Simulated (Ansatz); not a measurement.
# How basis sets differ on SiCl (SMILES [Si]Cl)

SiCl, doublet, SMILES `[Si]Cl`. Each level relaxes the structure for itself.

Quantity: the equilibrium bond length, in Å. The values are calculated.

| level | kind | program | value (Å) |
| --- | --- | --- | --- |
| UHF/STO-3G | Hartree–Fock | Ansatz | 2.123 |
| UHF/3-21G | Hartree–Fock | Ansatz | 2.241 |
| UHF/6-31G* (Cartesian functions) | Hartree–Fock | Ansatz | 2.090 |
| UHF/cc-pVTZ | Hartree–Fock | Ansatz | 2.086 |

The values span 2.086 to 2.241 Å.

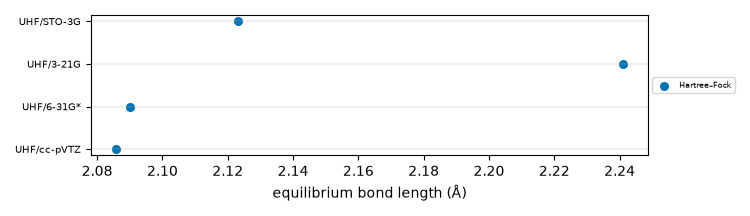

The values of the table, level by level.
